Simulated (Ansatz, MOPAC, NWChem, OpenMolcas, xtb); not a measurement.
## How methods differ on CH3AlO (SMILES [CH3][Al]=[O])

CH3AlO, singlet, SMILES `[CH3][Al]=[O]`. Each level relaxes the structure for itself.

Quantity: the zero-point energy at each level's own minimum, in kJ/mol. The values are calculated.

```json
{"level": "PM6", "kind": "semi-empirical", "program": "MOPAC", "value (kJ/mol)": "99.2"}
{"level": "PM6-DH2", "kind": "semi-empirical", "program": "MOPAC", "value (kJ/mol)": "99.2"}
{"level": "PM7", "kind": "semi-empirical", "program": "MOPAC", "value (kJ/mol)": "94.5"}
{"level": "GFN2-xTB", "kind": "semi-empirical", "program": "xtb", "value (kJ/mol)": "97.4"}
{"level": "HF/3-21G", "kind": "Hartree–Fock", "program": "OpenMolcas", "value (kJ/mol)": "108.8"}
{"level": "HF/6-31G* (spherical functions)", "kind": "Hartree–Fock", "program": "NWChem", "value (kJ/mol)": "108.2"}
{"level": "PBE0-D4/def2-TZVP", "kind": "global hybrid", "program": "Ansatz", "value (kJ/mol)": "101.0"}
{"level": "B3LYP/6-31G* (Cartesian functions)", "kind": "global hybrid", "program": "OpenMolcas", "value (kJ/mol)": "101.9"}
{"level": "CASSCF(2,2)/ANO-RCC-VDZP (DKH2)", "kind": "multireference", "program": "OpenMolcas", "value (kJ/mol)": "106.5"}
```

Harmonic and unscaled. The values span 94.5 to 108.8 kJ/mol.

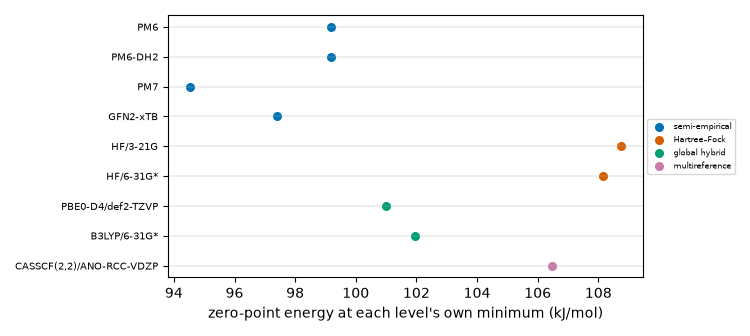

The values of the table, level by level.
